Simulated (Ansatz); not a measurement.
Dissociation curve of GaAl, lowest triplet found (which spin is the ground state isn't settled by this scan).

ROCCSD(T) = CCSD(T) on ROHF/aug-cc-pVDZ, cores with 3d frozen in Ansatz (a program for electronic structure); UKS-CAM-B3LYP = unrestricted CAM-B3LYP/aug-cc-pVDZ (Ansatz); UCCSD(T) = CCSD(T) on UHF/aug-cc-pVDZ, cores with 3d frozen (Ansatz); UKS-PBE = unrestricted PBE/aug-cc-pVDZ in Ansatz; UKS-BLYP = unrestricted BLYP/aug-cc-pVDZ in Ansatz; UCCSDT(Q) = Ansatz with CCSDT(Q) on UHF/aug-cc-pVDZ, cores with 3d frozen; ROCCSDT(Q) = CCSDT(Q)/B on ROHF/aug-cc-pVDZ, cores with 3d frozen in Ansatz; FCI = full CI/aug-cc-pVDZ, cores with 3d frozen (Ansatz).

Cost and agreement with FCI over the 13 points of the scan, with FCI as yardstick. Costs are rough ratios of core time within Ansatz on shared cores, each with its mean field (Kohn-Sham runs search longer for lower solutions than correlated ones do); the miss is the largest difference from FCI of the curve after the mean shift, in kcal/mol.

Question: Which is the cheapest of these levels that stays within 1.8 kcal/mol of FCI?

Answer: ROCCSD(T).

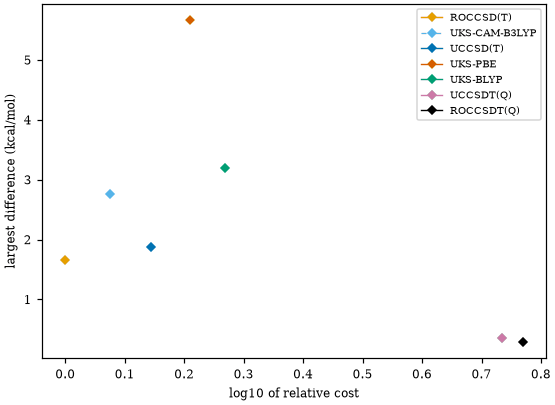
*Miss against cost, one point a level.*

| level | relative cost | largest difference |
|---|---|---|
| ROCCSD(T) | 1 | 1.7 |
| UKS-CAM-B3LYP | 1 | 2.8 |
| UCCSD(T) | 1 | 1.9 |
| UKS-PBE | 2 | 5.7 |
| UKS-BLYP | 2 | 3.2 |
| UCCSDT(Q) | 5 | 0.4 |
| ROCCSDT(Q) | 6 | 0.3 |

Costs within a factor of two of each other count as equal.

The scan ran from 1.74 to 8.18 Å; beyond the distances shown full CI changes its symmetry label. The T1 diagnostic of CCSD on the restricted reference of ROCCSD(T), ROCCSDT(Q) exceeds 0.045 at 3.52 to 3.92 Å.
